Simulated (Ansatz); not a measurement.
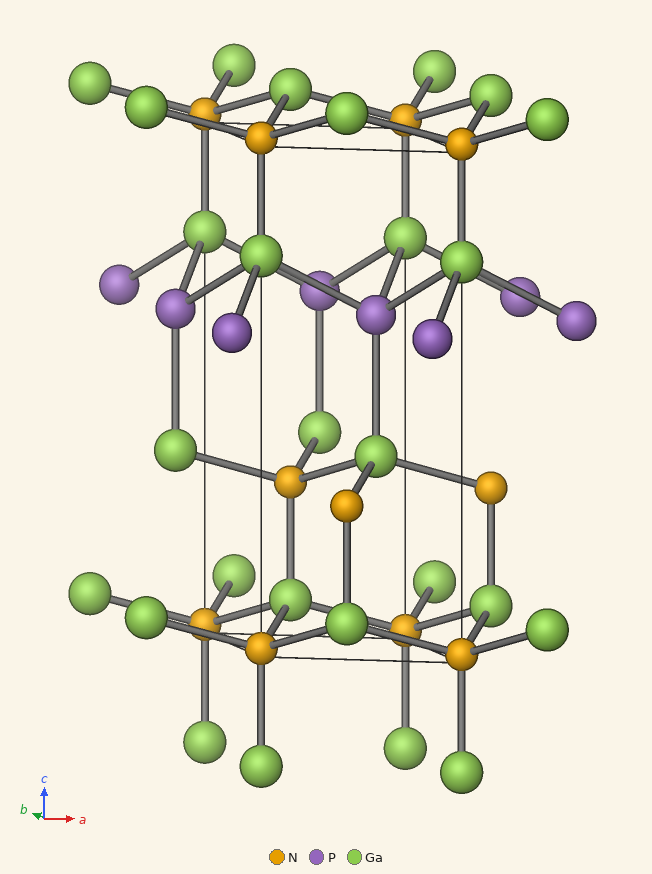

Drawn in the ball-and-stick manner and seen slightly off an axis. The frame is the conventional unit cell; atoms at its boundary are shown with their periodic copies. Atoms outside the box are added where they are bonded to one inside.

Ga3PN2, space group P3m1 (No. 156), a = 3.396 Å, b = 3.396 Å, c = 8.445 Å, α = 90.00°, β = 90.00°, γ = 120.00°. Origin of the cell: a structure type filled with these elements by a generator (whether the compound takes this form wasn't checked). Earlier steps of the study, as a rule a relaxation of our own, may have changed the cell and positions, so they can lie some per cent off the listed ones. A calculation with Ansatz used it as input.

This one geometry was computed with Ansatz (DFT, plane waves, PAW) at three levels of theory: PBE with spin-orbit coupling, PBE and r2SCAN. It was relaxed beforehand with r2SCAN.

Which level gives the highest pressure at this volume, and what does that say about its equilibrium volume?

Answer. Highest: PBE with spin-orbit coupling (4.5 GPa) and PBE (4.5 GPa), which points to the largest equilibrium volume. Lowest, with the smallest volume: r2SCAN (0.0 GPa). Levels within 0.5 GPa of each other can't be told apart.

How does the band gap change with the level of theory?

Answer. All levels give a metal, though semilocal functionals underestimate gaps and can close a small one.

Collect the results in a table.

Answer.
| level | cutoff (eV) | k-mesh of the run's cell | gap (eV) | pressure (GPa) |
| --- | --- | --- | --- | --- |
| PBE with spin-orbit coupling | 420 | 12×12×4 | metal | 4.5 |
| PBE | 420 | 12×12×4 | metal | 4.5 |
| r2SCAN | 500 | 12×12×4 | metal | 0.0 |

Gaps are taken on the k-mesh or band path of each run.
